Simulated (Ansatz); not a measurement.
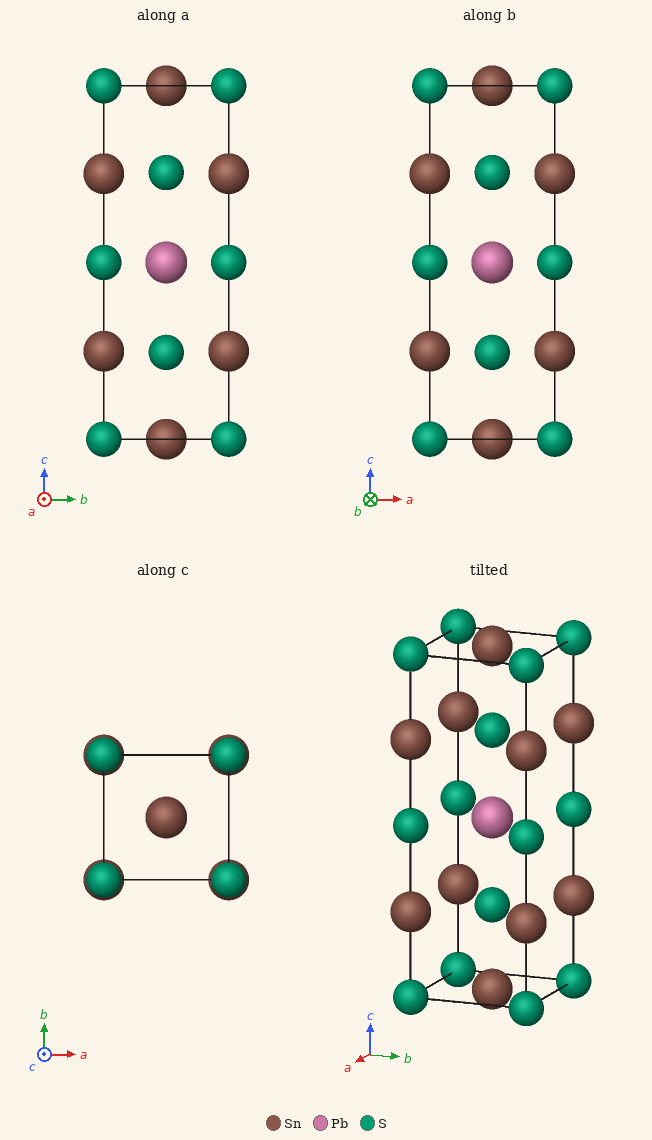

Drawn in the spheres-only manner and seen along the a axis, along the b axis, along the c axis and slightly off an axis. Atoms at the boundary of the conventional unit cell (the box) are drawn once for each face, edge or corner they touch.

Lattice parameters: a = 3.9925 Å, b = 3.9925 Å, c = 11.2962 Å, α = 90.000°, β = 90.000°, γ = 90.000°.

> Give the structure in the form of a CIF with its space group and independent sites, with free fractional coordinates to two decimals.

```cif
data_structure
_symmetry_space_group_name_H-M 'P 4/m m m'
_symmetry_Int_Tables_number 123
_cell_length_a 3.9925
_cell_length_b 3.9925
_cell_length_c 11.2962
_cell_angle_alpha 90.000
_cell_angle_beta 90.000
_cell_angle_gamma 90.000
_cell_volume 180.06
loop_
_atom_site_label
_atom_site_type_symbol
_atom_site_symmetry_multiplicity
_atom_site_Wyckoff_symbol
_atom_site_fract_x
_atom_site_fract_y
_atom_site_fract_z
_atom_site_occupancy
Sn1 Sn 2 g 0.00 0.00 0.75 1
Sn2 Sn 1 c 0.50 0.50 0.00 1
Pb1 Pb 1 d 0.50 0.50 0.50 1
S1 S 1 a 0.00 0.00 0.00 1
S2 S 2 h 0.50 0.50 0.25 1
S3 S 1 b 0.00 0.00 0.50 1
```

Origin of the cell: a structure type filled with these elements by a generator (whether the compound takes this form wasn't checked). It was relaxed at fixed volume with DFT PBE, scalar-relativistic, plane waves, PAW (Ansatz 0.2.0).

At this level of theory the run's own cell isn't at rest (compressed, at 9 GPa), so its distances can differ from those at equilibrium, the more so the softer the solid.
